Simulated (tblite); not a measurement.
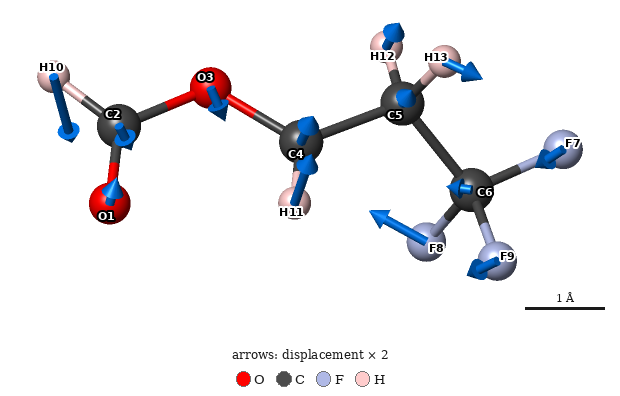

A relaxation of C4H4F3O2 (multiplicity 2). The starting structure is drawn; blue arrows show the displacements, 2 times their true length. The two geometries are superimposed by the best rigid fit.

A ball-and-stick model, seen at a tilt.

Method: GFN2-xTB geometry optimisation, gas phase (tblite 0.8.0). 

### Which element moves most?

Hydrogen: up to 0.67 Å, against 0.42 Å for fluorine.

### Describe the change and its energy.

The energy falls by 0.169 eV in 88 geometry steps. The atom that moves furthest after the best rigid fit is H10 (0.67 Å). By element the largest moves are H 0.67 Å, F 0.42 Å, C 0.30 Å, O 0.26 Å. Among the contacts that change: O1–C2 1.233 → 1.199 Å, O3–C4 1.378 → 1.344 Å, C2–O3 1.372 → 1.344 Å, C5–C6 1.516 → 1.536 Å. Among the angles between lasting bonds that change: C2–O3–C4 116.8° → 120.1°, C6–C5–H13 109.5° → 106.5°, H12–C5–H13 107.2° → 110.2°. Groups turn about C4–C5 by about 30°.
